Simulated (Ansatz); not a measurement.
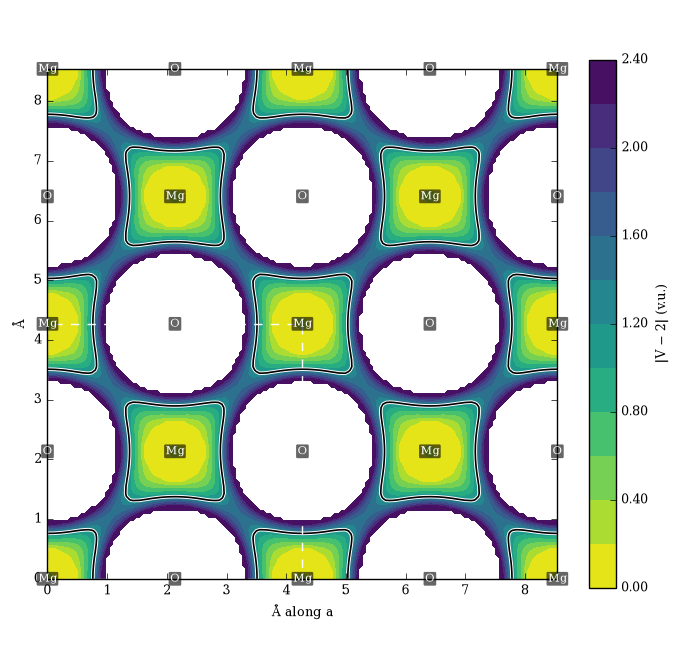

Bond-valence mismatch |V − 2| for Mg2+ in MgO in space group Fm-3m on the section z = 0.000 (parallel to a and b; the dashed line is one cell); the black line is the 1.2 v.u. contour, and values above the scale's top are cut off.

At each point the valence sum V of a Mg2+ ion is computed from the anions within 5 Å (s = exp((R0 − d)/b), R0 fitted to published crystal structures with b = 0.37 Å; R0: Mg2+–O 1.677 Å). The other Mg2+ ions are ignored. This is an empirical screen for pathways, not an energy calculation.

Origin of the cell: a calculation's input that goes back to an entry of the Crystallography Open Database (an earlier step may have relaxed or displaced it).

```
CELL_PARAMETERS angstrom
4.27030 0.00000 0.00000
0.00000 4.27030 0.00000
0.00000 0.00000 4.27030
ATOMIC_POSITIONS crystal
Mg 0.00000 0.00000 0.00000
O 0.50000 0.00000 0.00000
Mg 0.00000 0.50000 0.50000
O 0.50000 0.50000 0.50000
Mg 0.50000 0.00000 0.50000
O 0.00000 0.00000 0.50000
Mg 0.50000 0.50000 0.00000
O 0.00000 0.50000 0.00000
```

Question: In the whole crystal, how are the regions below 1.2 v.u. connected (counting the regions that come within 0.6 Å of a Mg site)?

Answer: The regions form a three-dimensional network.

Question: At which mismatch do paths open?

Answer: From a mismatch of about 0.75 v.u. the regions form a three-dimensional network. These are grid estimates, good to about 0.1 v.u.

Question: What is the valence sum at the Mg sites themselves?

Answer: 1.78 v.u., against the formal 2.
